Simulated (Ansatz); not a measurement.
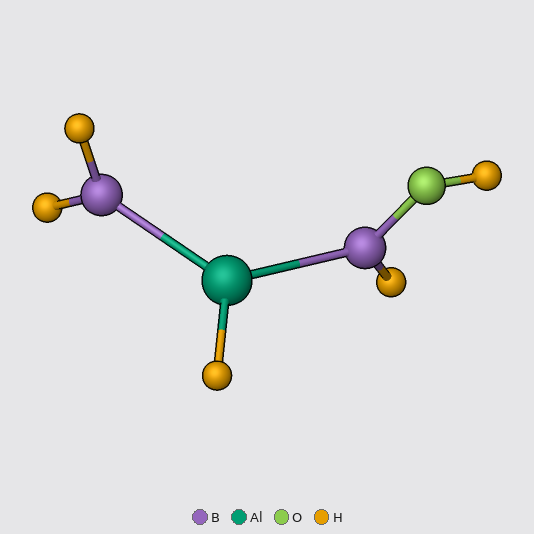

Harmonic vibrations computed with RKS PBE0-D4/def2-TZVP (Ansatz 0.2.0) at a stationary point of the same level.

> How many imaginary frequencies does it have?

A minimum: no imaginary frequency, and the lowest mode lies at 62 cm⁻¹.

> List the wavenumbers.

21 modes: 62, 114, 161, 260, 343, 437, 473, 553, 577, 632, 851, 877, 984, 1144, 1183, 1324, 1860, 2486, 2548, 2620, 3832 cm⁻¹.
